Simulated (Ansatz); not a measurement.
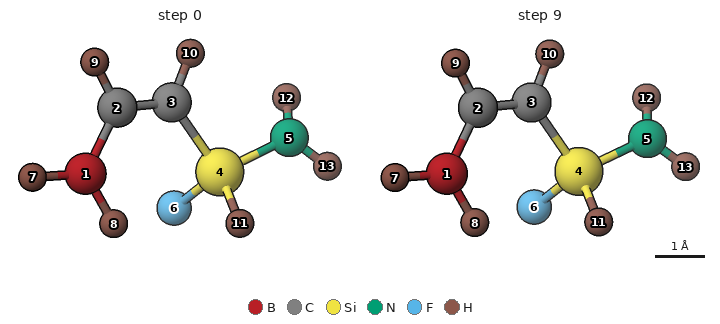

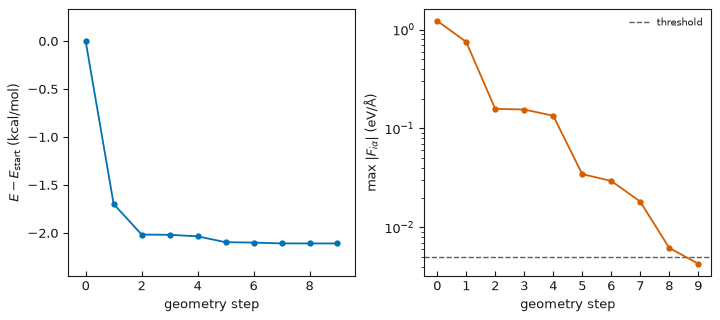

First and last geometry of a relaxation of C$_{2}$H$_{7}$BFNSi, with the history of the run. A ball-and-stick model, seen at a tilt.

The start comes from PBE-D4/def2-SVP.

All numbers below come from Ansatz 0.2.0, RKS PBE0-D4/def2-TZVP. Settings: force threshold 0.005 eV/Å; at most 150 steps.

Q: Did the run converge, and what did it change?

A: It converged. Over 9 geometry steps the energy falls by 2.11 kcal/mol. The largest force component goes from 1.2 to 0.0043 eV/Å. The atom that moves furthest after the best rigid fit is H7 (0.054 Å). Largest moves by element: H 0.054 Å, N 0.045 Å, F 0.045 Å, B 0.032 Å, C 0.021 Å, Si 0.021 Å. Some distances before and after: Si4–F6 1.650 → 1.605 Å, Si4–N5 1.727 → 1.701 Å, B1–H7 1.217 → 1.196 Å, C2–C3 1.367 → 1.347 Å.
